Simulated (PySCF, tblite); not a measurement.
# C3H4FNS2Si: dynamics, then NMR shifts on frames, part 1 of 2

How do NMR shifts of C3H4FNS2Si (`Fc1csnc1S[SiH3]`) change as the atoms move?

The runs use tblite 0.8.0 and PySCF 2.14.0, with density-fitted response routines of our own; the level of theory stands in each step. All values are computed, except where a source is named. Atoms are numbered from 0 throughout.

### Step 1. The starting structure

12 atoms, charge 0, multiplicity 1; geometry from: GFN2-xTB.

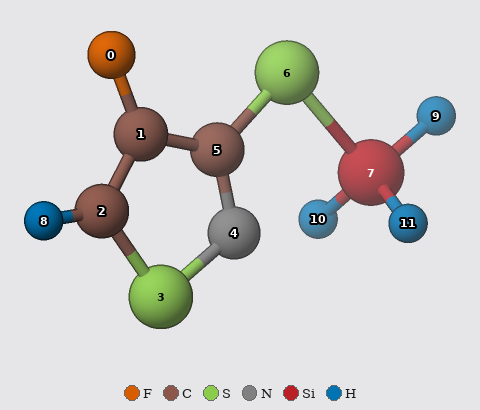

The starting geometry (fluorine orange, carbon brown, sulfur green, nitrogen grey, silicon red, hydrogen blue), atoms numbered; sticks join atoms by distance.

### Step 2. Thermal motion with GFN2-xTB

Job settings and geometry (Å):

```
{"job": {"kind": "md", "xc": "GFN2-xTB", "basis": "xTB", "temperature": 300, "steps": 2000, "every": 50, "frames": 5}, "charge": 0, "multiplicity": 1}
F     -1.845169     1.530262    -1.574533
C     -1.556687     0.760038    -0.524275
C     -2.471721     0.323802     0.385334
S     -1.679539    -0.631197     1.563119
N     -0.200234    -0.453513     0.871062
C     -0.253123     0.289991    -0.209960
S      1.202583     0.588959    -1.074621
Si     2.394670    -0.591954     0.322908
H     -3.525001     0.510434     0.415330
H      3.711060    -0.434849    -0.289672
H      1.913429    -1.958791     0.240259
H      2.310930     0.066132     1.613741
```

Method: GFN2-xTB Langevin dynamics, gas phase.

Command:

```sh
$ OMP_NUM_THREADS=1 python probes_run.py task.json out
```

This one command runs all jobs of the session in turn.

Log:

```text
t/fs     T/K      E/eV
    0.0   261.5   -662.82151
   25.0   245.7   -662.65886
   50.0   261.4   -662.45738
   75.0   291.0   -662.45884
  100.0   310.3   -662.46085
  125.0   324.0   -662.38925
  150.0   305.9   -662.55705
  175.0   253.4   -662.49297
  200.0   212.5   -662.45531
  225.0   252.3   -662.59554
  250.0   282.5   -662.56512
  275.0   279.2   -662.60907
  300.0   229.6   -662.56245
  325.0   257.6   -662.51970
  350.0   344.4   -662.59589
  375.0   173.9   -662.35878
  400.0   269.4   -662.33693
  425.0   256.7   -662.41706
  450.0   397.5   -662.43024
  475.0   295.3   -662.36903
  500.0   280.8   -662.38296
  525.0   269.1   -662.42050
  550.0   245.2   -662.44853
  575.0   214.6   -662.41053
  600.0   216.9   -662.36776
  625.0   248.2   -662.46356
  650.0   362.6   -662.40326
  675.0   328.3   -662.30184
  700.0   328.7   -662.34704
  725.0   374.6   -662.20143
  750.0   352.3   -662.46050
  775.0   262.7   -662.33727
  800.0   256.7   -662.21654
  825.0   325.5   -662.40586
  850.0   277.0   -662.14671
  875.0   203.7   -662.26227
  900.0   300.9   -662.51815
  925.0   207.9   -662.43442
  950.0   390.0   -662.53023
  975.0   296.8   -662.32985
 1000.0   281.5   -662.35410
```

It took 26 s on 1 thread of Arm Neoverse N1, shared host; peak memory 0.18 GiB.

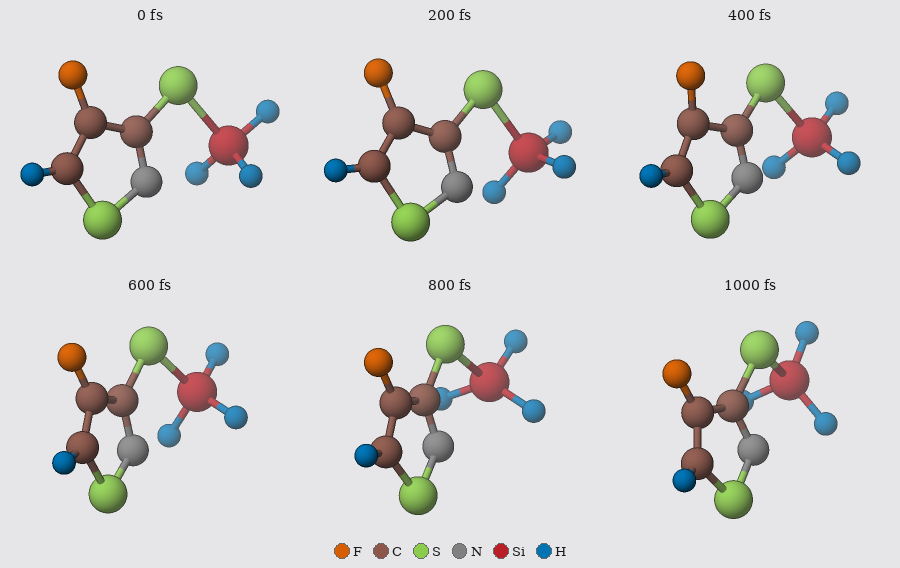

Frames of the run.

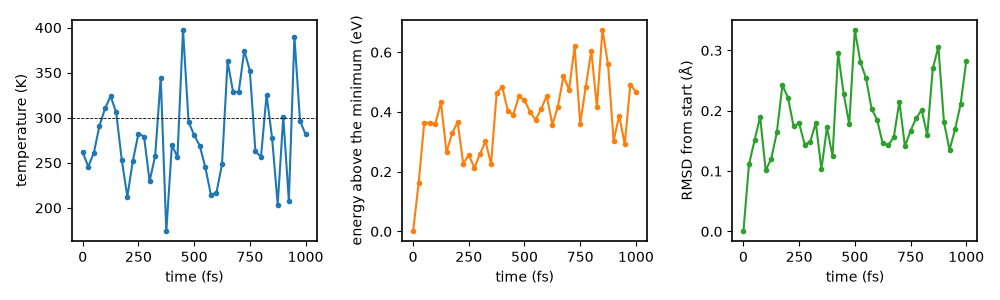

Temperature, potential energy and distance from the start.

Positions (Å) and forces (eV/Å) at 1000 fs:

```xyz
12

F    -2.903    1.645   -0.454   -0.257    0.323   -0.542
C    -2.360    0.713    0.301    1.968   -0.269   -0.116
C    -2.785    0.382    1.537   -0.313    0.164    1.152
S    -1.701   -0.773    2.198   -0.004   -0.428    0.614
N    -0.625   -0.785    0.951   -1.954    1.384   -0.471
C    -1.081    0.079    0.030    0.690   -0.889    0.520
S     0.098    0.388   -1.196    0.119   -0.147   -0.653
Si    1.394   -1.429   -1.039   -1.079   -0.212    0.231
H    -3.544    0.883    2.158    0.399   -0.756   -0.663
H     2.301   -1.259   -2.150    0.139    0.203   -0.075
H     0.473   -2.560   -1.291    0.140    0.346   -0.016
H     1.935   -1.624    0.292    0.152    0.281    0.018
```

### Step 3. Nuclear shieldings: 250 fs, PBE0/pcSseg-1

Job settings and geometry (Å):

```
{"job": {"kind": "nmr", "xc": "PBE0", "basis": "pcSseg-1", "pop": false}, "charge": 0, "multiplicity": 1}
F     -2.083200     1.574800    -1.536700
C     -1.933000     0.838500    -0.405900
C     -2.859600     0.532500     0.559400
S     -2.126100    -0.171100     1.937100
N     -0.644200    -0.211100     1.225700
C     -0.680600     0.317200     0.042900
S      0.800800     0.511400    -0.829700
Si     1.832100    -0.879500     0.441400
H     -3.874700     0.823400     0.589500
H      3.179800    -0.758700    -0.195800
H      1.209300    -2.189400     0.157100
H      1.993100    -0.393400     1.751400
```

With the program's defaults for keys left out, this is: GIAO PBE0/pcSseg-1 NMR shielding, non-relativistic, gas phase.

Log:

```text
coarse grid: 12760 points
cycle   1  E = -1356.3030840888  dE =  1.459e+00  |g| = 4.752e-01  |ddm| = 3.724e+00
cycle   2  E = -1356.2658713584  dE =  3.721e-02  |g| = 6.789e-01  |ddm| = 1.018e+00
cycle   3  E = -1356.3452520847  dE = -7.938e-02  |g| = 9.688e-02  |ddm| = 6.105e-01
cycle   4  E = -1356.3463731062  dE = -1.121e-03  |g| = 6.084e-02  |ddm| = 1.441e-01
cycle   5  E = -1356.3473098717  dE = -9.368e-04  |g| = 1.297e-02  |ddm| = 7.698e-02
cycle   6  E = -1356.3473372280  dE = -2.736e-05  |g| = 5.500e-03  |ddm| = 1.523e-02
cycle   7  E = -1356.3473434293  dE = -6.201e-06  |g| = 1.374e-03  |ddm| = 6.483e-03
final grid: 113128 points
cycle   8  E = -1356.4035876278  dE = -1.368e-05  |g| = 1.129e-02  |ddm| = 3.047e-02
cycle   9  E = -1356.4035341398  dE =  5.349e-05  |g| = 1.875e-02  |ddm| = 2.989e-02
cycle  10  E = -1356.4036166524  dE = -8.251e-05  |g| = 1.828e-03  |ddm| = 1.987e-02
cycle  11  E = -1356.4036174473  dE = -7.949e-07  |g| = 4.598e-04  |ddm| = 2.191e-03
cycle  12  E = -1356.4036174972  dE = -4.989e-08  |g| = 1.707e-04  |ddm| = 5.403e-04
cycle  13  E = -1356.4036175026  dE = -5.427e-09  |g| = 6.198e-05  |ddm| = 1.916e-04
cycle  14  E = -1356.4036175033  dE = -7.271e-10  |g| = 2.093e-05  |ddm| = 6.803e-05
converged SCF energy = -1356.4036175033

GIAO shielding tensors (ppm)
atom      isotropic    diamagn.    paramagn.     s11        s22        s33       span
  0 F      314.651     472.308    -157.656    209.069    310.795    424.090    215.020
  1 C       19.909     250.103    -230.194    -41.357     39.597     61.487    102.844
  2 C       47.465     264.285    -216.821    -23.885     20.066    146.214    170.099
  3 S      166.802    1056.062    -889.260   -118.752    283.090    336.068    454.820
  4 N      -25.397     328.226    -353.622   -224.981    -76.023    224.813    449.794
  5 C       24.860     262.128    -237.268    -34.162     -2.622    111.366    145.527
  6 S      579.645    1058.233    -478.588    285.586    575.778    877.571    591.985
  7 Si     421.058     877.814    -456.756    367.719    429.121    466.335     98.616
  8 H       24.316      29.300      -4.983     22.379     24.281     26.289      3.909
  9 H       26.838      27.588      -0.750     23.078     24.719     32.718      9.640
 10 H       26.677      27.834      -1.157     22.864     24.553     32.613      9.749
 11 H       27.196      29.101      -1.905     22.852     25.819     32.917     10.065
```

Wall time 41 s (1 thread of Arm Neoverse N1, shared host); peak memory 0.81 GiB.

Shifts follow as δ = σ(reference) − σ, with reference shieldings (ppm) from runs at the same level and on the same kind of geometry: 1H TMS 31.72, 13C TMS 186.9, 29Si TMS 349.2, 19F CFCl3 170.9, 15N NH3 267.7, 33S CS2 504. The references are single molecules in the gas phase, so shifts against H2O, NH3, PH3, H3PO4 or CFCl3 are not on the usual liquid scales and can be off by tens of ppm. Each atom is listed at this fixed geometry, with no averaging over motion; a spectrum would average atoms that exchange fast.

```csv
atoms,environment,σ (ppm),δ (ppm)
C1,aromatic carbon bearing fluorine,19.9,167.0
C5,aromatic carbon bearing sulfur,24.9,162.1
C2,aromatic CH next to the ring sulfur,47.5,139.5
H8,hydrogen on an aromatic CH next to the ring sulfur,24.32,7.40
H10,hydrogen on a silicon bonded to S,26.68,5.04
H9,hydrogen on a silicon bonded to S,26.84,4.88
H11,hydrogen on a silicon bonded to S,27.20,4.52
F0,aryl fluorine,314.7,-143.7
S3,aromatic ring sulfur,167,337
S6,"sulfur bonded to C, Si",580,-76
N4,pyridine-type nitrogen of an azole,-25.4,293.1
Si7,"silicon bonded to S, 3 H",421.1,-71.9
```

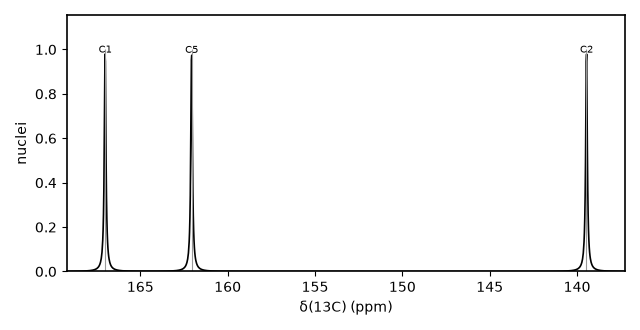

13C lines at the computed shifts, without couplings. Lines are broadened to a width of 0.11 ppm (Lorentzian).

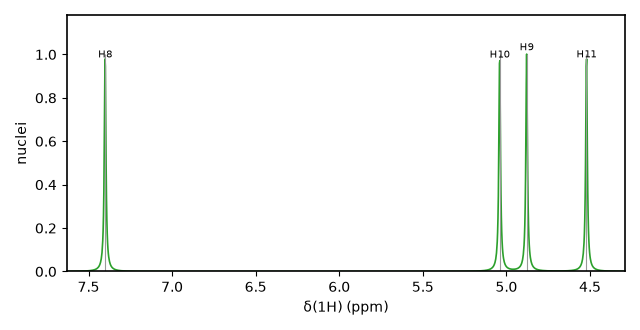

1H lines at the computed shifts, without couplings. Lines are broadened to a width of 0.01 ppm (Lorentzian).

Ring of atoms C1, C2, S3, N4, C5: NICS(0) -12.5, NICS(1) -10.2, NICS(1)zz -22.8 ppm (means of both faces).

### Step 4. Nuclear shieldings: 425 fs, PBE0/pcSseg-1

Job settings and geometry (Å):

```
{"job": {"kind": "nmr", "xc": "PBE0", "basis": "pcSseg-1", "pop": false}, "charge": 0, "multiplicity": 1}
F     -2.331500     1.910100    -0.846600
C     -2.118300     0.935500     0.073700
C     -2.950600     0.571900     1.042000
S     -2.184100    -0.572300     1.992800
N     -0.797900    -0.576400     1.110300
C     -0.885800     0.135700     0.042100
S      0.335600     0.271000    -1.159700
Si     1.570900    -1.152200     0.011300
H     -3.968000     0.899100     1.163700
H      2.465100    -1.626400    -1.053400
H      0.741900    -2.149300     0.601100
H      2.234100    -0.250600     0.970400
```

With the program's defaults for keys left out, this is: GIAO PBE0/pcSseg-1 NMR shielding, non-relativistic, gas phase.

Log:

```text
coarse grid: 12760 points
cycle   1  E = -1356.2963748062  dE =  1.512e+00  |g| = 4.825e-01  |ddm| = 3.731e+00
cycle   2  E = -1356.2622444930  dE =  3.413e-02  |g| = 6.769e-01  |ddm| = 1.006e+00
cycle   3  E = -1356.3390192077  dE = -7.677e-02  |g| = 9.227e-02  |ddm| = 6.019e-01
cycle   4  E = -1356.3401181766  dE = -1.099e-03  |g| = 5.481e-02  |ddm| = 1.279e-01
cycle   5  E = -1356.3408663930  dE = -7.482e-04  |g| = 1.292e-02  |ddm| = 7.001e-02
cycle   6  E = -1356.3408953163  dE = -2.892e-05  |g| = 5.525e-03  |ddm| = 1.583e-02
cycle   7  E = -1356.3409017097  dE = -6.393e-06  |g| = 1.175e-03  |ddm| = 6.179e-03
final grid: 113128 points
cycle   8  E = -1356.3966551227  dE = -1.502e-05  |g| = 1.061e-02  |ddm| = 2.885e-02
cycle   9  E = -1356.3966081752  dE =  4.695e-05  |g| = 1.756e-02  |ddm| = 2.825e-02
cycle  10  E = -1356.3966803220  dE = -7.215e-05  |g| = 2.050e-03  |ddm| = 1.890e-02
cycle  11  E = -1356.3966813344  dE = -1.012e-06  |g| = 4.503e-04  |ddm| = 2.319e-03
cycle  12  E = -1356.3966813789  dE = -4.446e-08  |g| = 1.679e-04  |ddm| = 5.289e-04
cycle  13  E = -1356.3966813841  dE = -5.173e-09  |g| = 6.184e-05  |ddm| = 1.920e-04
cycle  14  E = -1356.3966813849  dE = -7.922e-10  |g| = 1.952e-05  |ddm| = 6.945e-05
converged SCF energy = -1356.3966813849

GIAO shielding tensors (ppm)
atom      isotropic    diamagn.    paramagn.     s11        s22        s33       span
  0 F      309.111     473.385    -164.274    198.752    319.003    409.578    210.826
  1 C       21.736     250.378    -228.642    -33.616     43.991     54.833     88.449
  2 C       65.790     268.695    -202.906    -10.254     49.057    158.567    168.821
  3 S      206.558    1056.335    -849.777    -59.204    286.006    392.873    452.077
  4 N      -35.918     328.897    -364.815   -265.659    -70.038    227.942    493.602
  5 C       25.534     259.452    -233.919    -38.133      2.256    112.478    150.611
  6 S      586.591    1057.625    -471.035    270.404    626.734    862.634    592.230
  7 Si     407.917     877.553    -469.636    364.769    411.464    447.518     82.748
  8 H       24.168      29.369      -5.201     21.823     24.692     25.989      4.165
  9 H       26.911      27.732      -0.821     22.970     24.711     33.052     10.082
 10 H       25.704      28.706      -3.002     19.538     27.898     29.674     10.136
 11 H       26.644      27.837      -1.193     22.489     24.451     32.991     10.502
```

Wall time 41 s (1 thread of Arm Neoverse N1, shared host); peak memory 0.87 GiB.

Key values: δ C1 165.2, C5 161.4, C2 121.1, F0 -138.2, H8 7.55, H10 6.01 ppm.

(Continued in part 2 of 2.)
